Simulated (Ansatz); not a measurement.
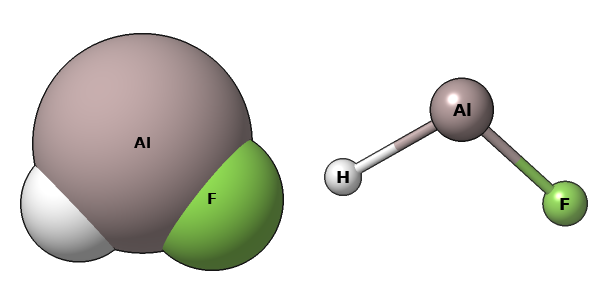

Simulated data, not a measurement (program: Ansatz).

The same structure drawn twice, from different directions.

Charge 0, doublet. Geometry: moved along internal coordinates away from the minimum.

> Give the formula.

AlFH, 3 atoms: 1 aluminium, 1 fluorine and 1 hydrogen.

> Count the bonded pairs by element.

1 Al–F, 1 Al–H.

> Write the SMILES.

[F][AlH]
